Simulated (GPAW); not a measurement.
# C2H5O (ethoxy radical): UPBE-D3(BJ)/real-space grid (scalar-relativistic datasets)

We compute the charge distribution of C2H5O (ethoxy radical). Input form: an ASE script.

Program for the calculation: GPAW 26.7.0.

6 further runs of the same task are left out: 1 that didn't finish, 5 set aside as unsound or not needed. Runs told in other sessions of the task aren't counted.

## (1) The system as given

C2H5O: 8 atoms, total charge 0, spin state doublet. SMILES: `CC[O]`. The shape is that of a PBE0-D4/def2-TZVP optimisation.

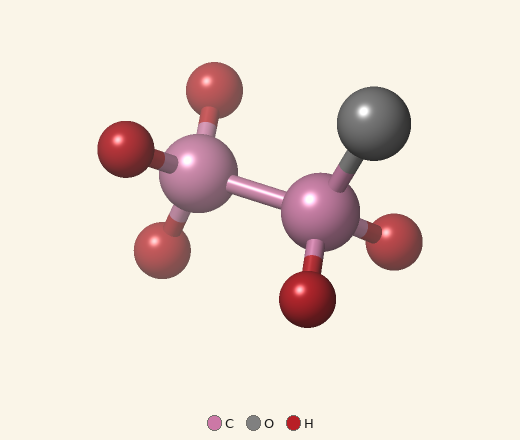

The structure, seen from a chosen angle (carbon pink, oxygen grey, hydrogen red).

## (2) The charge distribution at UPBE-D3(BJ)/real-space grid (scalar-relativistic datasets)

Input file gs.py:

```python
import numpy as np
from ase import Atoms
from ase.calculators.mixing import SumCalculator
from ase.units import Debye
from dftd3.ase import DFTD3
from gpaw import GPAW
from gpaw.analyse.hirshfeld import HirshfeldPartitioning

# Geometry
system = Atoms(['C', 'C', 'O', 'H', 'H', 'H', 'H', 'H'],
    positions=[[ -0.448800,   0.594100,  -0.264500],
               [  0.392800,  -0.560600,   0.239800],
               [  1.676500,  -0.263400,   0.560000],
               [ -1.464700,   0.263300,  -0.495200],
               [ -0.010900,   1.018500,  -1.170000],
               [ -0.505800,   1.382200,   0.488700],
               [  0.422200,  -1.394700,  -0.489000],
               [ -0.061300,  -1.039300,   1.130100]])
system.set_cell([11.0, 11.0, 11.0])
system.center()
system.set_initial_magnetic_moments([1.0, 0.0, 0.0, 0.0, 0.0, 0.0, 0.0, 0.0])

# Ground state
calculator = GPAW(mode='fd',
                  h=0.16,
                  xc='PBE',
                  occupations={'name': 'fermi-dirac', 'width': 0.0, 'fixmagmom': True},
                  maxiter=100,
                  symmetry='off',
                  legacy_gpaw=True,
                  txt='-')
system.calc = SumCalculator([DFTD3(method='PBE', damping='d3bj'), calculator])

energy = system.get_potential_energy()
print(f'Energy: {energy:.5f} eV')
forces = system.get_forces()
print('Forces (eV/Ang)')
for symbol, f in zip(system.symbols, forces):
    print(f'{symbol:2} {f[0]:9.4f} {f[1]:9.4f} {f[2]:9.4f}')
dipole = calculator.get_dipole_moment(system) / Debye
print(f'Dipole = {np.linalg.norm(dipole):.3f} D')
hirshfeld = HirshfeldPartitioning(calculator)
charges = hirshfeld.get_charges()
volumes = hirshfeld.get_effective_volume_ratios()
for symbol, q, v in zip(system.symbols, charges, volumes):
    print(f'{symbol:2} charge {q:7.3f}  volume ratio {v:6.3f}')
```

Run with:

```sh
$ python3 -u gs.py | tee gs.out
```

Output:

```text
[...]
    cutoffs:
[...]
  Total Charge: 0.000000
[...]
Number of atoms: 8
[...]
Number of bands in calculation: 16
Number of valence electrons: 19
[...]
iter:   1 hh:mm:ss   -44.382022                   +0.9974
[...]
iter:  21 hh:mm:ss   -41.475197c  -7.54c -5.21c   +1.0000
Converged after 21 iterations.
Dipole moment: (-0.445227, -0.110712, -0.108982) |e|*Ang
Total magnetic moment: (0.000000, 0.000000, 1.000000)
Local magnetic moments:
   0 C  ( 0.000000,  0.000000, -0.001602)
   1 C  ( 0.000000,  0.000000,  0.003073)
   2 O  ( 0.000000,  0.000000,  0.465538)
   3 H  ( 0.000000,  0.000000, -0.000446)
   4 H  ( 0.000000,  0.000000,  0.001363)
   5 H  ( 0.000000,  0.000000,  0.001351)
   6 H  ( 0.000000,  0.000000,  0.040875)
   7 H  ( 0.000000,  0.000000,  0.041071)
Energy contributions relative to reference atoms: (reference = -4158.559343)
Kinetic:        +43.208632
Potential:      -47.437471
External:        +0.000000
XC:             -37.728099
Entropy (-ST):   +0.000000
Local:           +0.481741
SIC:             +0.000000
--------------------------
Free energy:    -41.475197
Extrapolated:   -41.475197
Spin contamination: 0.040231 electrons
                   Up                     Down
 Band  Eigenvalues  Occupancy  Eigenvalues  Occupancy
    0    -25.57265    1.00000    -24.58545    1.00000
    1    -18.57262    1.00000    -18.39604    1.00000
    2    -15.25284    1.00000    -14.98063    1.00000
    3    -12.24189    1.00000    -11.69045    1.00000
    4    -11.28172    1.00000    -11.05622    1.00000
    5    -10.35454    1.00000    -10.15796    1.00000
    6     -9.47921    1.00000     -9.17785    1.00000
    7     -9.33982    1.00000     -9.08616    1.00000
    8     -7.38079    1.00000     -5.96090    1.00000
    9     -6.40744    1.00000     -5.23193    0.00000
   10     -0.39134    0.00000     -0.32074    0.00000
   11      0.34921    0.00000      0.39011    0.00000
   12      0.47358    0.00000      0.55634    0.00000
   13      0.73488    0.00000      0.80331    0.00000
[...]
Fermi levels: -2.81164, -5.59641
[...]
Forces (eV/Ang)
C    -0.1167   -0.0118   -0.0281
C     0.2970    0.4775   -0.0103
O     0.1364   -0.0993    0.0928
H    -0.2188   -0.0556   -0.0510
H     0.0899    0.0841   -0.1811
H    -0.0082    0.1594    0.1475
H    -0.0431   -0.3353   -0.1655
H    -0.1653   -0.2560    0.2274
Dipole = 2.265 D
C  charge  -0.120  volume ratio  0.783
C  charge   0.002  volume ratio  0.812
O  charge  -0.135  volume ratio  0.970
H  charge   0.041  volume ratio  0.618
H  charge   0.042  volume ratio  0.639
H  charge   0.042  volume ratio  0.639
H  charge   0.064  volume ratio  0.634
H  charge   0.064  volume ratio  0.634
```

It took 2.5 min on 1 thread of Arm Neoverse V1, shared host; peak memory 1 GiB.

Atomic charges (e):

| atom | Hirshfeld |
| --- | --- |
| C1 | -0.120 |
| C2 | +0.002 |
| O3 | -0.135 |
| H4 | +0.041 |
| H5 | +0.042 |
| H6 | +0.042 |
| H7 | +0.064 |
| H8 | +0.064 |

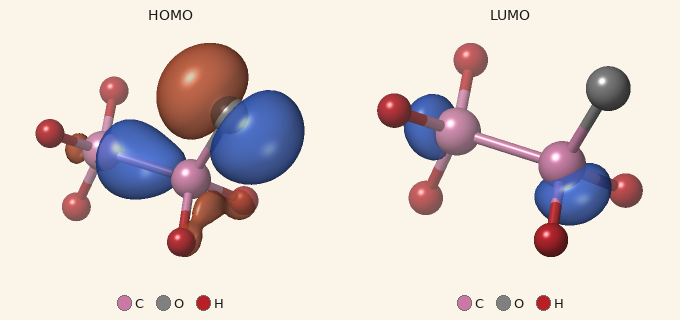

Frontier orbitals of this run (spin up), surfaces at ±0.2 Å^-3/2.

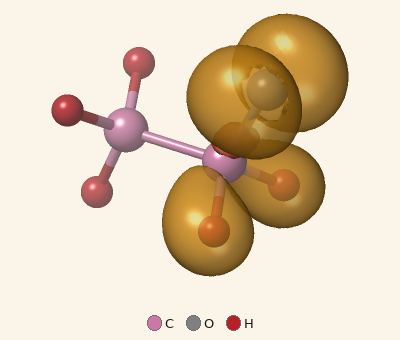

Spin density, surfaces at ±0.03 e/Å³.

## (3) Outcome

Level: UPBE-D3(BJ)/real-space grid (scalar-relativistic datasets).

| quantity | value |
| --- | --- |
| energy as printed (from the program's reference atoms) | -41.5769 eV |
| dipole moment | 2.26 D |
| HOMO energy (highest over α and β) | -5.96 eV |
| LUMO energy (lowest over α and β) | -5.23 eV |
| dispersion energy | -9.82 kJ/mol |
| largest force on an atom | 0.562 eV/Å |

**Reading.** The largest force is 0.56 eV/Å: the shape isn't a stationary point for this species at this level.
